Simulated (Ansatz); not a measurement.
```yaml
atoms:
  - { symbol: Si, position_ang: [0.0000, 0.0000, 0.0000] }
  - { symbol: Se, position_ang: [-0.0717, -0.1431, 2.0954] }
  - { symbol: Se, position_ang: [0.0717, 0.1431, -2.0953] }
```

Geometry: PBE-D4/def2-TZVP; ⟨S²⟩ = 0.81, above the pure value of 0.75.

Theory: UKS PBE0-D4/def2-TZVP (Ansatz 0.2.0).

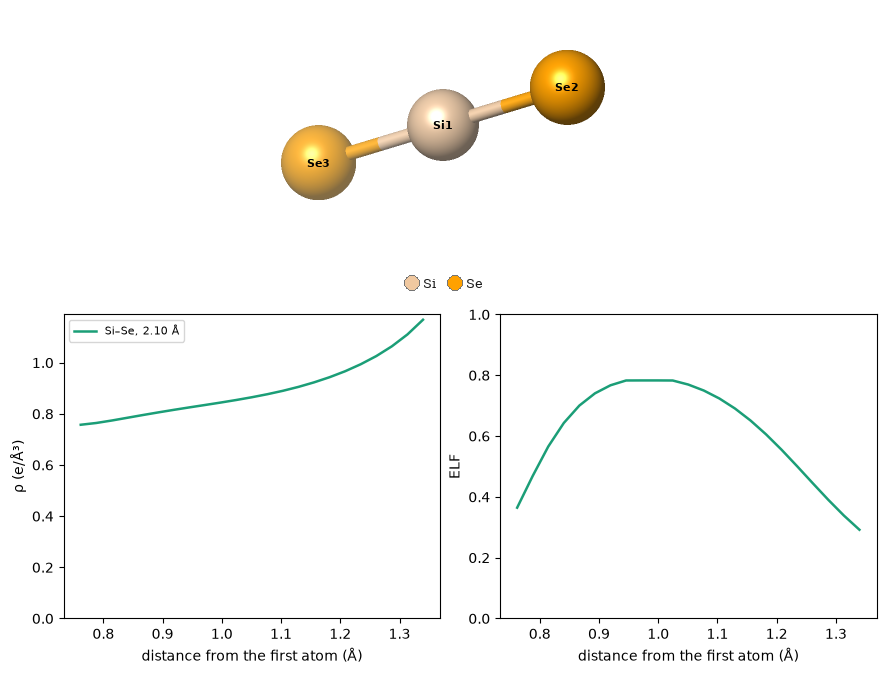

Se₂Si (charge +1, doublet). Electron density and ELF along straight lines between neighbouring atoms. The curves leave out the atomic cores. The structure is drawn too.

Q: What kind of bonding do the profiles show?

A: Si–Se (2.10 Å): ρ at the midpoint is about 0.86 e/Å³; the ELF peaks at about 0.80 between the atoms (a covalent bond).
